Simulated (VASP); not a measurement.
Band structure of NaI (rock salt). Level of theory: TPSS meta-GGA, VASP's PBE PAW potentials (set 64) (plane waves; VASP).

Unless said otherwise, spin-orbit coupling is left out, though it shifts the bands of the heavy elements here.

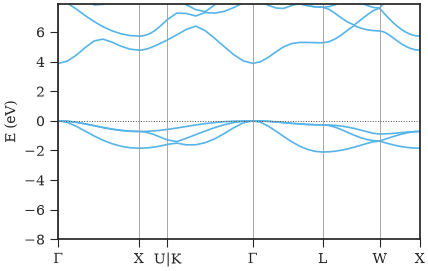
Fig. 1. Bands along high-symmetry lines, zero at the valence-band maximum or, without a gap, the Fermi level

Question: Read the plot: is there a gap, and where are the band edges?

Answer: The gap is direct, 3.88 eV, from the valence maximum at Γ to the conduction minimum at Γ.

Measured: gap 5.90 eV (computed value off by -2.02 eV), as given by Abedi et al., (2022), arXiv:2211.14644.

The compound is NaI in the rock salt structure. It was relaxed first.
